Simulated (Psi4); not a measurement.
# SnH2F2 (SMILES [F][SnH2][F]) at wB97X/def2-SVP (core potential)

Aim: the vertical ionisation energy of SnH2F2 at wB97X/def2-SVP (core potential), from 2 runs. 

The results are computed with Psi4 1.11.

4 further runs of the same task are left out: 3 that didn't finish, 1 set aside as unsound or not needed.

## 1. The molecule

SnH2F2: 5 atoms, total charge 0, spin state singlet. As SMILES, `[F][SnH2][F]`. The coordinates come from a PBE0-D4/def2-TZVP relaxation.

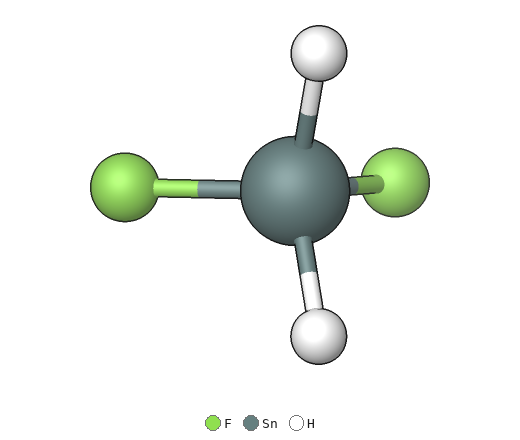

Viewed from a chosen angle; fluorine green, tin teal, hydrogen white.

## 2. A single-point energy at wB97X/def2-SVP (core potential)

Contents of f2h2sn.json:

```json
{
 "schema_name": "qcschema_input",
 "schema_version": 1,
 "molecule": {
  "schema_name": "qcschema_molecule",
  "schema_version": 2,
  "symbols": ["F", "Sn", "F", "H", "H"],
  "geometry": [-0.64912092, -0.67330942, 3.29076907, 0.2435857, -0.13832795, -0.16289439, -2.3266308, 2.09891881, -1.34624089, -0.16516206, -2.92359529, -1.6801555, 2.9918144, 1.49685206, -0.17952398],
  "molecular_charge": 0,
  "molecular_multiplicity": 1,
  "fix_symmetry": "c1"
 },
 "driver": "energy",
 "model": {
  "method": "wb97x",
  "basis": "def2-SVP"
 },
 "keywords": {
  "reference": "rks",
  "puream": true,
  "e_convergence": 1e-09,
  "d_convergence": 1e-08,
  "scf_type": "pk",
  "dft_radial_points": 99,
  "dft_spherical_points": 590,
  "scf_properties": ["QUADRUPOLE", "DIPOLE", "MAYER_INDICES"]
 }
}
```

Started as:

```bash
psi4 --qcschema f2h2sn.json -n 1 --memory 2200MB
```

stdout (excerpt; [...] marks lines left out):

```text
[...]
    !!!  WARNING: ECP capability is in beta. Please check occupations closely.  !!!
[...]
  Running in c1 symmetry.
[...]
  Nuclear repulsion =  144.609737176078340
[...]
  Multiplicity = 1
[...]
  Nalpha       = 21
  Nbeta        = 21
[...]
    Number of basis functions: 64
[...]
   @RKS iter   1:  -414.91467828465011   -2.03788e+00   9.83279e-03 ADIIS/DIIS
[...]
   @RKS iter  11:  -415.05236939249414   -2.27374e-12   2.92079e-09 DIIS
[...]
    Orbital Energies [Eh]
    ---------------------
    Doubly Occupied:
       1A    -24.699374     2A    -24.699350     3A     -5.256533
       4A     -3.607868     5A     -3.606487     6A     -3.602784
       7A     -1.264682     8A     -1.251215     9A     -1.192531
      10A     -1.191909    11A     -1.189814    12A     -1.171601
      13A     -1.148169    14A     -0.662369    15A     -0.526172
      16A     -0.524035    17A     -0.521076    18A     -0.486861
      19A     -0.479936    20A     -0.475552    21A     -0.442995
[...]
  @RKS Final Energy:  -415.05236939249414
   => Energetics <=
    Nuclear Repulsion Energy =            144.6097371760783403
    One-Electron Energy =                -944.8779950417425653
    Two-Electron Energy =                 413.3734089034713293
    DFT Exchange-Correlation Energy =     -28.1575204303011866
    Empirical Dispersion Energy =           0.0000000000000000
    VV10 Nonlocal Energy =                  0.0000000000000000
    Total Energy =                       -415.0523693924941426
[...]
 Multipole Moments:
 ------------------------------------------------------------------------------------
     Multipole            Electronic (a.u.)      Nuclear  (a.u.)        Total (a.u.)
 ------------------------------------------------------------------------------------
 L = 1.  Multiply by 2.5417464519 to convert [e a0] to [Debye]
 Dipole X            :         13.2120186          -12.1669827            1.0450359
 Dipole Y            :         -6.4945488            5.9808578           -0.5136910
 Dipole Z            :         -8.6617476            7.9766790           -0.6850687
 Magnitude           :                                                    1.3510357
 L = 2.  Multiply by 1.3450342976 to convert [e a0^2] to [Debye ang]
 Quadrupole XX       :        -84.4939409           58.0855513          -26.4083895
 Quadrupole XY       :         35.0708131          -33.8280895            1.2427236
[...]
```

The result, in JSON:

```text
{
 "driver": "energy",
 "model": {
  "method": "wb97x",
  "basis": "def2-SVP"
 },
 "success": true,
 "return_result": -415.05236939249414,
 "properties": {
  "calcinfo_nbasis": 64,
  "calcinfo_nmo": 64,
  "calcinfo_nalpha": 21,
  "calcinfo_nbeta": 21,
  "calcinfo_natom": 5,
  "nuclear_repulsion_energy": 144.60973717607834,
  "return_energy": -415.05236939249414,
  "scf_one_electron_energy": -944.8779950417426,
  "scf_two_electron_energy": 413.37340890347133,
  "scf_xc_energy": -28.157520430301187,
  "scf_dipole_moment": [1.045035913371363, -0.5136909668821765, -0.6850686619321502],
  "scf_total_energy": -415.05236939249414,
  "scf_iterations": 11
 }
}
```

Wall time 18 s (1 thread of Intel Xeon at 2.50GHz (Skylake/Cascade Lake), shared host); peak memory 0.68 GiB.

## 3. The doublet cation, same level

Contents of input.dat:

```
memory 2200 mb

molecule m {
  1 2
  F
  Sn 1 1.908777
  F 2 1.908826 1 103.28226
  H 2 1.692281 1 107.06537 3 -112.82323
  H 2 1.69228 4 123.55331 1 124.88985
  symmetry c1
  no_reorient
  no_com
}

set basis def2-SVP
set reference uks
set puream true
set e_convergence 1e-09
set d_convergence 1e-08
set scf_type pk
set dft_radial_points 99
set dft_spherical_points 590
set maxiter 100

energy('wb97x')
```

Started as:

```bash
psi4 -i input.dat -o output.dat -n 1
```

output.dat (excerpt; [...] marks lines left out):

```text
[...]
    !!!  WARNING: ECP capability is in beta. Please check occupations closely.  !!!
[...]
  Running in c1 symmetry.
[...]
  Nuclear repulsion =  144.609739608960439
[...]
  Multiplicity = 2
[...]
  Nalpha       = 21
  Nbeta        = 20
[...]
    Number of basis functions: 64
[...]
   @UKS iter   1:  -414.40908753604288   -1.54195e+00   9.95083e-03 DIIS/ADIIS
[...]
   @UKS iter  17:  -414.59367514549592   -5.11591e-12   3.17363e-09 DIIS
[...]
   @S^2 Observed:                7.683511813E-01
[...]
    Orbital Energies [Eh]
    ---------------------
    Alpha Occupied:
       1A    -24.976366     2A    -24.976342     3A     -5.536653
       4A     -3.886978     5A     -3.885299     6A     -3.884830
       7A     -1.536343     8A     -1.523538     9A     -1.475683
      10A     -1.469766    11A     -1.468462    12A     -1.450271
      13A     -1.420405    14A     -0.941753    15A     -0.811824
      16A     -0.786763    17A     -0.782205    18A     -0.762772
      19A     -0.741929    20A     -0.739399    21A     -0.739016
    Alpha Virtual:
      22A     -0.204815    23A     -0.170078    24A     -0.155288
      25A     -0.059728    26A      0.013719    27A      0.055646
[...]
  @UKS Final Energy:  -414.59367514549592
   => Energetics <=
    Nuclear Repulsion Energy =            144.6097396089604388
    One-Electron Energy =                -933.4766602988646582
    Two-Electron Energy =                 402.2179778868867288
    DFT Exchange-Correlation Energy =     -27.9447323424784742
    Empirical Dispersion Energy =           0.0000000000000000
    VV10 Nonlocal Energy =                  0.0000000000000000
    Total Energy =                       -414.5936751454959222
[...]
 Multipole Moments:
 ------------------------------------------------------------------------------------
     Multipole            Electronic (a.u.)      Nuclear  (a.u.)        Total (a.u.)
 ------------------------------------------------------------------------------------
 L = 1.  Multiply by 2.5417464519 to convert [e a0] to [Debye]
 Dipole X            :          0.0000180           -0.0000620           -0.0000441
 Dipole Y            :         13.8552693          -12.3347082            1.5205610
 Dipole Z            :         10.9650210           -9.7615837            1.2034373
 Magnitude           :                                                    1.9391666
[...]
```

It took 35 s on 1 thread of Intel Xeon at 2.50GHz (Skylake/Cascade Lake), shared host; peak memory 0.68 GiB.

## 4. Summary of results

Level: wB97X/def2-SVP (core potential).

| quantity | value |
| --- | --- |
| singlet SnH2F2: total energy | -415.05237 Eh |
| singlet SnH2F2: dipole moment | 3.43 D |
| singlet SnH2F2: HOMO energy | -12.05 eV |
| singlet SnH2F2: LUMO energy | 1.64 eV |
| singlet SnH2F2: HOMO–LUMO gap | 13.69 eV |
| doublet cation: total energy | -414.59368 Eh |
| doublet cation: HOMO energy (highest over α and β) | -19.12 eV |
| doublet cation: LUMO energy (lowest over α and β) | -12.90 eV |
| doublet cation: ⟨S²⟩ | 0.768 |
| vertical ionisation energy (to the doublet cation) | 12.482 eV |

In words: Removing an electron at fixed nuclei costs 12.48 eV (1204 kJ/mol). The negative HOMO energy of the first species, 12.05 eV, lies 0.43 eV below that difference.
